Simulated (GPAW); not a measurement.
## VBiO4 (Dreyerite): G0W0 on several meshes in GPAW

Wanted: mesh dependence and cost of G0W0 for VBiO4 (Dreyerite).

Method: LDA and many-body steps on it, plane waves, in GPAW 26.7.0.

### 1. Set-up

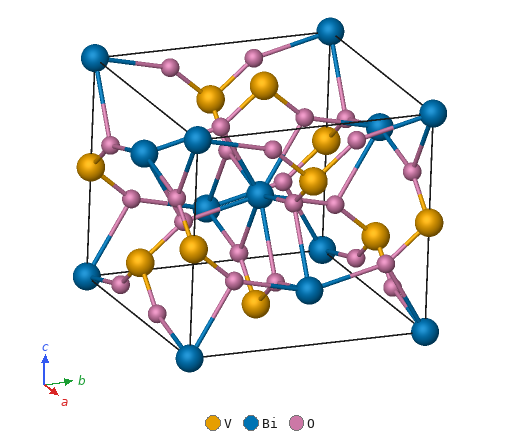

Start, viewed slightly off an axis; vanadium orange, bismuth blue, oxygen pink. This picture shows the conventional cell, with its axes. Some periodic images of atoms are drawn too.

Coordinates:

```
V Bi O
1.0
    -3.65150    3.65150    3.29200
     3.65150   -3.65150    3.29200
     3.65150    3.65150   -3.29200
V Bi O
2 2 8
Cartesian
  0.0000 0.0000 3.2920
  3.6515 0.0000 1.6460
  0.0000 3.6515 1.6460
  0.0000 0.0000 0.0000
  3.6515 2.3516 -1.0995
  4.9514 0.0000 0.5465
  0.0000 1.2999 2.1925
  2.3516 0.0000 0.5465
  3.6515 1.2999 2.7455
  1.2999 0.0000 4.3915
  3.6515 -1.2999 2.7455
  2.3516 3.6515 1.0995
```

The cell and positions come from the Crystallography Open Database and are kept as given unless a step says otherwise. Spin-orbit coupling is left out unless a step names it.

### 2. Empty states on the mesh, 4×4×4 mesh, 408 bands

This step: GPAW 26.7.0; DFT, LDA, plane waves, PAW.

The sums over transitions need many empty states on a uniform mesh; this step solves for them.

The input, run.py:

```python
import json
import numpy as np
from gpaw.mpi import world
from gpaw import GPAW

calc = GPAW('gs.gpw').fixed_density(kpts={'size': (4, 4, 4), 'gamma': True},
    nbands=476,
    convergence={'bands': 408},
    txt='nscf.txt')
calc.write('full.gpw', mode='all')
res = {}
kpts = calc.get_ibz_k_points()
res['kpts'] = kpts
res['eigenvalues'] = [calc.get_eigenvalues(kpt=k) for k in range(len(kpts))]
res['n_electrons'] = calc.get_number_of_electrons()

if world.rank == 0:
    with open('result.json', 'w') as f:
        json.dump(res, f, default=lambda x: x.tolist())
```

The run is started by

```sh
$ mpirun -n 4 gpaw python run.py
```

Numbers of over 12 decimals in the logs are rounded to 6 here.

Output:

```text
Diagonalizing LCAO Hamiltonian
Converting LCAO to pw mode
convergence criteria:
- Maximum integral of absolute [eigenst]ate change: 4e-08 eV^2 / valence electron
maximum number of iterations: 100

SCF iterations
|iter     |     time |      energy | eigst |  dens |
|iter:   1|  |             | +4.28 |       |
|iter:   2|  |             | +3.07 |       |
|iter:   3|  |             | +2.01 |       |
[...]
|iter:  14|  |             | -6.84 |       |
|iter:  15|  |             | -7.38 |       |
|iter:  16|  |             | -7.60c|       |
SCF steps: 16
  __  _  _
 | _ |_)|_||  |
 |__||  | ||/\| - 26.7.0

Input parameters:
  mode=PW(ecut=600.0),
  convergence={'bands': 408},
  gpts=array([35, 35, 35]),
  kpts=MonkhorstPack(size=(4, 4, 4), gamma=True),
  maxiter=100,
  nbands=476,
  occupations=Occupations(name='fermi-dirac', width=0.001, fixmagmom=False),
  parallel={},
  xc=XC(name='LDA')
# Writing to full.gpw (mode='all')
  [... matrices ...]

timing:  # [seconds]
  Total: 0.176  # ━━━━━━━━━━━━━━━━━━━━━━━━━━━━━━━━━━━━━━━━━━━━━━━━━━━━━━━━━━━
```

The job ended after 9.4 min (4 MPI ranks of Arm Neoverse V2, shared host; peak memory 2.2 GiB; 38 min of CPU time).

Numbers from this step:

```yaml
gap: 2.841 eV
k_of_the_valence_top: 0.5, 0, 0.5
k_of_the_conduction_bottom: 0.5, 0, 0.5
least_direct_gap: 2.841 eV
k_points_computed: 13
lowest_point_of_the_top_converged_band_above_the_valence_top: 86.4583 eV
```

On this mesh the gap is 2.841 eV.

### 3. 4×4×4

G0W0 replaces the xc potential by the self-energy, built once from these orbitals. Only a window of levels is corrected, while the sums run over the empty bands that the input names.

This step: G0W0 on LDA, plane waves, PAW.

The input, run.py:

```python
import json
import numpy as np
from gpaw.mpi import world
from gpaw.response.g0w0 import G0W0

gw = G0W0('full.gpw',
    filename='gw',
    kpts=[0, 7],
    bands=(50, 54),
    ecut=60,
    nbands=185,
    integrate_gamma='WS',
    ppa=True)
gw.calculate()
res = {mode: {k: v for k, v in r.items() if k != 'sigma_eskwn'}
       for mode, r in gw.all_results.items()}

if world.rank == 0:
    with open('result.json', 'w') as f:
        json.dump(res, f, default=lambda x: x.tolist())
```

The run is started by

```sh
$ mpirun -n 4 gpaw python run.py
```

Output:

```text
Using integrator: PointIntegrator
FrequencyGridDescriptor(from 0.000+0.000j to 0.000+27.211j eV, 2 points)
Nonperiodic BCs:  [False False False]
Using integrator: PointIntegrator
FrequencyGridDescriptor(from 0.000+0.000j to 0.000+27.211j eV, 2 points)
Nonperiodic BCs:  [False False False]
  ___  _ _ _
 |   || | | |
 | | || | | |
 |__ ||_____|
 |___|

BZ k-points: Symmetries present (total): 8

  [... matrices ...]
64 k-points: 4 x 4 x 4 Monkhorst-Pack grid + [1/8,1/8,1/8]
13 k-points in the irreducible part of the Brillouin zone
       k-points in crystal coordinates                weights
   0:     0.00000000    0.00000000    0.00000000          1/64
   1:     0.25000000   -0.25000000    0.00000000          4/64
   2:     0.25000000   -0.25000000    0.25000000          4/64
   3:     0.25000000    0.00000000    0.00000000          8/64
   4:     0.25000000    0.25000000   -0.25000000          2/64
   5:     0.25000000    0.25000000    0.25000000          2/64
   6:     0.50000000    0.00000000    0.25000000          8/64
   7:     0.50000000    0.00000000    0.50000000          4/64
   8:     0.50000000    0.25000000    0.25000000         16/64
   9:     0.50000000    0.25000000    0.50000000          8/64
          ...
  12:     0.50000000    0.50000000    0.50000000          1/64

Distributing spins, k-points and bands (1 x 2 x 4) over 4 processes
Number of blocks: 1

Quasi particle states:
k-points (IBZ indices): [0, 7]
Band range: (50, 54)
  [... matrices ...]
Computational parameters:
Plane wave cut-off: 60 eV
Number of bands: 185
Coulomb cutoff: None
Broadening: 0.1 eV

fxc modes: GW
Kernel: RPA
Using Godby-Needs plasmon-pole approximation:
  Fitting energy: i*E0, E0 = 1.000 Hartree
Summing all q:

Calculating screened Coulomb potential
No Coulomb truncation
FrequencyGridDescriptor(from 0.000+0.000j to 0.000+27.211j eV, 2 points)
Removing empty qpoint cache files...

Calculating chi0 body with:
    Ground state adapter containing:
    Number of spins: 1
    Number of kpoints: 64
    Number of irreducible kpoints: 13
    Number of completely occupied states: 52
    Number of partially occupied states: 52
    Occupied states memory: 34.019470 M / cpu

    Linear response parametrization:
    q_c: [0.0, 0.0, 0.0]
    Number of frequency points: 2
    Planewave cutoff: 60.0
    Number of bands: 185
    Number of planewaves: 185
    Broadening (eta): 1e-06
    comm.size: 4
    kncomm.size: 4
    blockcomm.size: 1

    Memory estimate of potentially large arrays:
        chi0_wGG: 1.044464 M / cpu
Integrating chi0 body.

Symmetries of q_c:
    Direct symmetries (Uq -> q): 8
    Indirect symmetries (TUq -> q): 8
In total 16 allowed symmetries.

  [... matrices ...]
13 groups of equivalent kpoints. 79.6875% reduction.

Integral kind: response function
Integrating chi0 head and wings.

Symmetries of q_c:
    Direct symmetries (Uq -> q): 8
    Indirect symmetries (TUq -> q): 8
In total 16 allowed symmetries.

  [... matrices ...]
13 groups of equivalent kpoints. 79.6875% reduction.

Integral kind: response function wings

Calculating chi0 body with:
    Ground state adapter containing:
    Number of spins: 1
    Number of kpoints: 64
    Number of irreducible kpoints: 13
    Number of completely occupied states: 52
    Number of partially occupied states: 52
    Occupied states memory: 34.019470 M / cpu

[... the further q-points ...]

Results:
f:      Occupation numbers
eps:     KS-eigenvalues [eV]
vxc:     KS vxc [eV]
exx:     Exact exchange [eV]
sigma:   Self-energies [eV]
dsigma:  Self-energy derivatives
Z:       Renormalization factors
qp:      QP-energies [eV]

k-point 0 (0): (0.000, 0.000, 0.000)                GW
band       f     eps     vxc     exx   sigma  dsigma       Z      qp
                                                                   GW
  50   1.000   2.328 -20.709 -25.361   4.852  -0.326   0.754   2.479
  51   1.000   2.556 -20.542 -25.467   5.007  -0.330   0.752   2.617
  52   0.000   6.060 -23.893 -15.939  -4.827  -0.328   0.753   8.415
  53   0.000   6.545 -21.190 -14.201  -4.323  -0.283   0.780   8.624

k-point 1 (7): (0.500, 0.000, 0.500)                GW
band       f     eps     vxc     exx   sigma  dsigma       Z      qp
                                                                   GW
  50   1.000   2.415 -20.356 -25.316   5.016  -0.330   0.752   2.456
  51   1.000   2.707 -21.179 -24.522   3.868  -0.297   0.771   3.111
  52   0.000   5.548 -22.869 -15.303  -4.603  -0.298   0.770   7.831
  53   0.000   6.053 -22.605 -15.177  -4.526  -0.303   0.767   8.281
```

Elapsed: 8.3 min, on 4 MPI ranks; peak memory 4.7 GiB; 33 min of CPU time.

This step gave:

```
G0W0 gap on the points computed              : 4.720 eV
least direct G0W0 gap on the computed points : 4.720 eV
Z at the valence top                         : 0.7711
Z at the conduction bottom                   : 0.7705
starting gap on the mesh                     : 2.841 eV
k of the valence top                         : 0.5, 0, 0.5
k of the conduction bottom                   : 0.5, 0, 0.5
```

The gap on the mesh goes from 2.84 eV to 4.72 eV, a correction of +1.88 eV.

### 4. Empty states on the mesh, 2×2×2 mesh, 195 bands

This step: DFT, LDA, plane waves, PAW.

The input, run.py:

```python
import json
import numpy as np
from gpaw.mpi import world
from gpaw import GPAW

calc = GPAW('gs.gpw').fixed_density(kpts={'size': (2, 2, 2), 'gamma': True},
    nbands=227,
    convergence={'bands': 195},
    txt='nscf.txt')
calc.write('full.gpw', mode='all')
res = {}
kpts = calc.get_ibz_k_points()
res['kpts'] = kpts
res['eigenvalues'] = [calc.get_eigenvalues(kpt=k) for k in range(len(kpts))]
res['n_electrons'] = calc.get_number_of_electrons()

if world.rank == 0:
    with open('result.json', 'w') as f:
        json.dump(res, f, default=lambda x: x.tolist())
```

The run is started by

```sh
$ mpirun -n 4 gpaw python run.py
```

Output:

```text
Diagonalizing LCAO Hamiltonian
Converting LCAO to pw mode
convergence criteria:
- Maximum integral of absolute [eigenst]ate change: 4e-08 eV^2 / valence electron
maximum number of iterations: 100

SCF iterations
|iter     |     time |      energy | eigst |  dens |
|iter:   1|  |             | +3.82 |       |
|iter:   2|  |             | +2.49 |       |
|iter:   3|  |             | +1.44 |       |
[...]
|iter:  12|  |             | -6.03 |       |
|iter:  13|  |             | -6.75 |       |
|iter:  14|  |             | -7.45c|       |
SCF steps: 14
  __  _  _
 | _ |_)|_||  |
 |__||  | ||/\| - 26.7.0

Input parameters:
  mode=PW(ecut=600.0),
  convergence={'bands': 195},
  gpts=array([35, 35, 35]),
  kpts=MonkhorstPack(size=(2, 2, 2), gamma=True),
  maxiter=100,
  nbands=227,
  occupations=Occupations(name='fermi-dirac', width=0.001, fixmagmom=False),
  parallel={},
  xc=XC(name='LDA')
# Writing to full.gpw (mode='all')
  [... matrices ...]

timing:  # [seconds]
  Total: 0.051  # ━━━━━━━━━━━━━━━━━━━━━━━━━━━━━━━━━━━━━━━━━━━━━━━━━━━━━━━━━━━
```

Run time: 48 s. Hardware: 4 MPI ranks; peak memory 1.4 GiB.

This step gave:

* gap: 2.841 eV
* k of the valence top: 0.5, 0, 0.5
* k of the conduction bottom: 0.5, 0, 0.5
* least direct gap: 2.841 eV
* k points computed: 4
* lowest point of the top converged band, above the valence top: 45.79 eV

On this mesh the gap is 2.841 eV.

### 5. 2×2×2

This step: G0W0 on LDA, plane waves, PAW.

The input, run.py:

```python
import json
import numpy as np
from gpaw.mpi import world
from gpaw.response.g0w0 import G0W0

gw = G0W0('full.gpw',
    filename='gw',
    kpts=[0, 1],
    bands=(50, 54),
    ecut=60,
    nbands=185,
    integrate_gamma='WS',
    ppa=True)
gw.calculate()
res = {mode: {k: v for k, v in r.items() if k != 'sigma_eskwn'}
       for mode, r in gw.all_results.items()}

if world.rank == 0:
    with open('result.json', 'w') as f:
        json.dump(res, f, default=lambda x: x.tolist())
```

The run is started by

```sh
$ mpirun -n 4 gpaw python run.py
```

Output:

```text
Using integrator: PointIntegrator
FrequencyGridDescriptor(from 0.000+0.000j to 0.000+27.211j eV, 2 points)
Nonperiodic BCs:  [False False False]
Using integrator: PointIntegrator
FrequencyGridDescriptor(from 0.000+0.000j to 0.000+27.211j eV, 2 points)
Nonperiodic BCs:  [False False False]
  ___  _ _ _
 |   || | | |
 | | || | | |
 |__ ||_____|
 |___|

BZ k-points: Symmetries present (total): 8

  [... matrices ...]
8 k-points: 2 x 2 x 2 Monkhorst-Pack grid + [1/4,1/4,1/4]
4 k-points in the irreducible part of the Brillouin zone
       k-points in crystal coordinates                weights
   0:     0.00000000    0.00000000    0.00000000          1/8
   1:     0.50000000    0.00000000    0.50000000          4/8
   2:     0.50000000    0.50000000    0.00000000          2/8
   3:     0.50000000    0.50000000    0.50000000          1/8

Distributing spins, k-points and bands (1 x 2 x 4) over 4 processes
Number of blocks: 1

Quasi particle states:
k-points (IBZ indices): [0, 1]
Band range: (50, 54)
  [... matrices ...]
Computational parameters:
Plane wave cut-off: 60 eV
Number of bands: 185
Coulomb cutoff: None
Broadening: 0.1 eV

fxc modes: GW
Kernel: RPA
Using Godby-Needs plasmon-pole approximation:
  Fitting energy: i*E0, E0 = 1.000 Hartree
Summing all q:

Calculating screened Coulomb potential
No Coulomb truncation
FrequencyGridDescriptor(from 0.000+0.000j to 0.000+27.211j eV, 2 points)
Removing empty qpoint cache files...

Calculating chi0 body with:
    Ground state adapter containing:
    Number of spins: 1
    Number of kpoints: 8
    Number of irreducible kpoints: 4
    Number of completely occupied states: 52
    Number of partially occupied states: 52
    Occupied states memory: 34.019470 M / cpu

    Linear response parametrization:
    q_c: [0.0, 0.0, 0.0]
    Number of frequency points: 2
    Planewave cutoff: 60.0
    Number of bands: 185
    Number of planewaves: 185
    Broadening (eta): 1e-06
    comm.size: 4
    kncomm.size: 4
    blockcomm.size: 1

    Memory estimate of potentially large arrays:
        chi0_wGG: 1.044464 M / cpu
Integrating chi0 body.

Symmetries of q_c:
    Direct symmetries (Uq -> q): 8
    Indirect symmetries (TUq -> q): 8
In total 16 allowed symmetries.

  [... matrices ...]
4 groups of equivalent kpoints. 50.0% reduction.

Integral kind: response function
Integrating chi0 head and wings.

Symmetries of q_c:
    Direct symmetries (Uq -> q): 8
    Indirect symmetries (TUq -> q): 8
In total 16 allowed symmetries.

  [... matrices ...]
4 groups of equivalent kpoints. 50.0% reduction.

Integral kind: response function wings

Calculating chi0 body with:
    Ground state adapter containing:
    Number of spins: 1
    Number of kpoints: 8
    Number of irreducible kpoints: 4
    Number of completely occupied states: 52
    Number of partially occupied states: 52
    Occupied states memory: 34.019470 M / cpu

    Linear response parametrization:
[... the further q-points ...]

Results:
f:      Occupation numbers
eps:     KS-eigenvalues [eV]
vxc:     KS vxc [eV]
exx:     Exact exchange [eV]
sigma:   Self-energies [eV]
dsigma:  Self-energy derivatives
Z:       Renormalization factors
qp:      QP-energies [eV]

k-point 0 (0): (0.000, 0.000, 0.000)                GW
band       f     eps     vxc     exx   sigma  dsigma       Z      qp
                                                                   GW
  50   1.000   2.328 -20.709 -25.364   4.851  -0.326   0.754   2.476
  51   1.000   2.556 -20.542 -25.454   4.991  -0.330   0.752   2.615
  52   0.000   6.060 -23.893 -15.940  -4.821  -0.325   0.755   8.423
[...]
k-point 1 (1): (0.500, 0.000, 0.500)                GW
band       f     eps     vxc     exx   sigma  dsigma       Z      qp
                                                                   GW
[...]
52   0.000   5.548 -22.869 -15.242  -4.648  -0.297   0.771   7.845
  53   0.000   6.053 -22.605 -15.142  -4.546  -0.301   0.768   8.295
```

It took 43 s on 4 MPI ranks; peak memory 2.3 GiB; 2.8 min of CPU time.

This step gave:

- G0W0 gap on the points computed: 4.742 eV
- least direct G0W0 gap on the computed points: 4.742 eV
- Z at the valence top: 0.7708
- Z at the conduction bottom: 0.7710
- starting gap on the mesh: 2.841 eV
- k of the valence top: 0.5, 0, 0.5
- k of the conduction bottom: 0.5, 0, 0.5

Against G0W0 in GPAW (4×4×4 mesh, 185 bands, screening to 60 eV, Godby-Needs plasmon pole), the gap moves by +0.022 eV.

### 6. Side by side

Times are wall times on 4 MPI ranks of Arm Neoverse V2, shared host, good to a factor of about two.

```csv
run,mesh,bands,screening cutoff (eV),DFT gap (eV),gap on the mesh (eV),direct (eV),time
4×4×4,4×4×4,185,60,2.841,4.720,4.720,8.3 min
2×2×2,2×2×2,185,60,2.841,4.742,4.742,43 s
```

### 7. What came out

```
4×4×4        : 4.720 eV
2×2×2        : 4.742 eV
known limits : not at the basis limit; no spin polarisation; no spin-orbit coupling; coarse k mesh
```

**Reading.** 2×2×2: +0.022 eV against 4×4×4. Bands and cutoff are finite, so the gap is not at the basis limit. The miss can reach some tenths of an eV and take either sign; the mesh is an error of its own. These stock PAW sets were not made for GW. In the G0W0 runs levels were corrected at 2 k points alone, so a gap called «on the mesh» is the least over those, and an edge elsewhere would be missed. A denser mesh or path gives a starting gap of 2.70 eV: the GW mesh misses a band edge, so its gaps are not the fundamental one. Where an edge is built on 6p states of lead, bismuth or thallium, scalar-relativistic gaps usually stand too wide, by a few tenths to over one eV. The runs have no spin polarisation. For a closed low-spin shell that is the natural state; where a d or f shell is open it is a constraint, and the gap is then not the crystal's own. The many-body steps are scalar-relativistic: spin-orbit coupling is not in them.

[Paths, hosts, dates, memory and timing lines, banners, echoed tables and standing remarks are left out of the program output.]

[Logs are printed without paths, hosts, clocks, repeated set-up lines and the standing remarks that a program may print on its own settings, such as how far it seeks lower states.]

[Runs of the session that timed out or met a known fault of the program may be left out.]

[Hosts, paths, dates, database ids (printed as entryN), source tags and the programs' standing remarks are cut or masked in the printed files.]
